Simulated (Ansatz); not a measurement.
Starting cell, Zn (hcp, Mg type):

```
Zn
1.0
    5.24440     0.00000     0.00000
   -1.31110     2.27089     0.00000
    0.00000     0.00000     5.19319
Zn
4
Direct
  0.16667   0.66667   0.75000
  0.66667   0.66667   0.75000
  0.33333   0.33333   0.25000
  0.83333   0.33333   0.25000
```

The atoms are displaced by Q × the pattern below (from a DFPT mode at M = (0.5, 0.0, 0.0), largest move 1; Q in Å), at fixed cell. (q is in reciprocal vectors of the primitive cell; the cell shown is doubled to hold the pattern.)

| atom | x | y | z |
|---|---|---|---|
| Zn1 | 0.866 | 0.500 | 0.000 |
| Zn2 | -0.866 | -0.500 | 0.000 |
| Zn3 | 0.866 | 0.500 | 0.000 |
| Zn4 | -0.866 | -0.500 | 0.000 |

Calculation: PBE (plane waves to 420 eV, PAW, scalar-relativistic; Ansatz, a first-principles code). k mesh 10×20×9 (Γ-centred), Fermi-Dirac smearing 0.05 eV. E stands for the smeared free energy. With partly filled bands, energies and forces of such displacements shift with the k mesh and the smearing. The PAW data are Ansatz's earlier set. Zn was relaxed with its symmetry unable to fall. The zero of ΔE is the undisplaced structure.

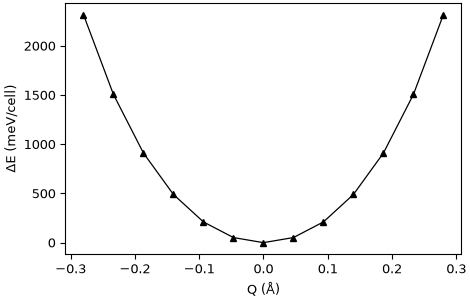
Figure: ΔE (meV/cell) against Q (Å); computed points joined by lines.

Question: What is the energy change at Q = 0.280 Å?

Answer: About 2300 meV/cell.

Question: What harmonic wavenumber does the curvature at Q = 0 give?

Answer: About 220 cm⁻¹.

(A displaced cell: forces are minus the slopes of the energy, force constants its curvatures, and phonons follow from these.)
